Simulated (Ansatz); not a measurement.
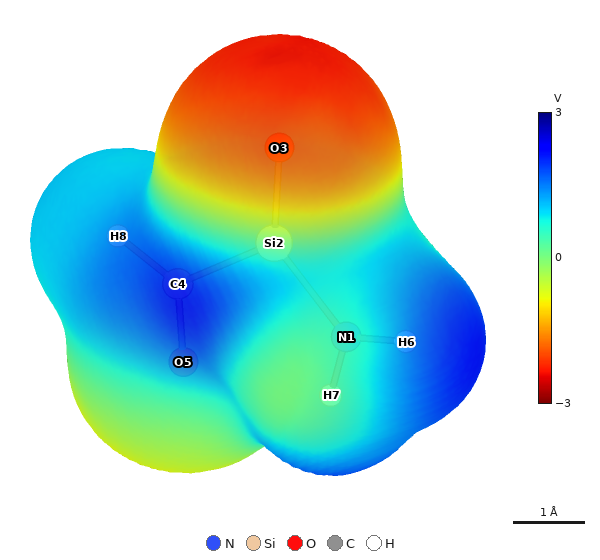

CH₃NO₂Si. The molecular electrostatic potential painted on the density surface at 0.002 e/bohr³, seen at a tilt; the colour scale runs from red (negative) to blue (positive).

Theory: Ansatz, RKS CAM-B3LYP-D4/def2-SVP.

```xyz
8

N    -0.5718    0.8320    0.5951
Si   -0.1721   -0.7733    0.3222
O    -0.6075   -2.0435    1.0429
C     1.0214   -0.6646   -1.1804
O     1.2715    0.4208   -1.6439
H    -1.1921    1.1702    1.3209
H    -0.1746    1.5525   -0.0008
H     1.4732   -1.5922   -1.6137
```

> Where is the surface potential most negative and most positive?

The most negative region (about −2.4 V) lies over O3, the most positive (about +2.2 V) over Si2 and H6. O3 is the likeliest acceptor of a hydrogen bond.
